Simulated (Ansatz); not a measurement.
The figure comes from a scan of W (bcc, W type): the cell is scaled evenly about its relaxed volume V₀. The numbers are results of r2SCAN (plane waves to 500 eV, PAW, scalar-relativistic; Ansatz, a quantum-chemistry and plane-wave program), not measurements. k mesh 21×21×21 (Γ-centred), Fermi-Dirac smearing 0.05 eV. Compression counts positive. Spin-orbit coupling is left out, though W is heavy. W is run without spin polarisation. W was relaxed with its symmetry unable to fall. 

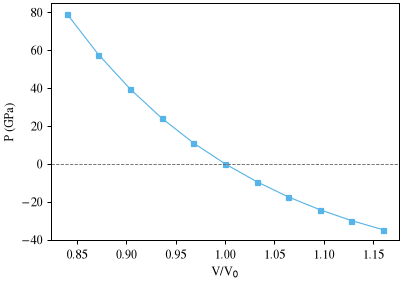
Fig. 1. P (GPa) against V/V₀; computed points joined by lines.

Question: Read the plotted values off the figure, to the accuracy that the plot allows.

Answer: To the nearest 2:

| V/V₀ | P (GPa) |
|---|---|
| 0.840 | 80 |
| 0.872 | 58 |
| 0.904 | 40 |
| 0.936 | 24 |
| 0.968 | 12 |
| 1.000 | 0 |
| 1.032 | -10 |
| 1.064 | -18 |
| 1.096 | -24 |
| 1.128 | -30 |
| 1.160 | -34 |

(A scan under strain: stresses follow from slopes of the energy per volume, elastic moduli from its curvatures.)
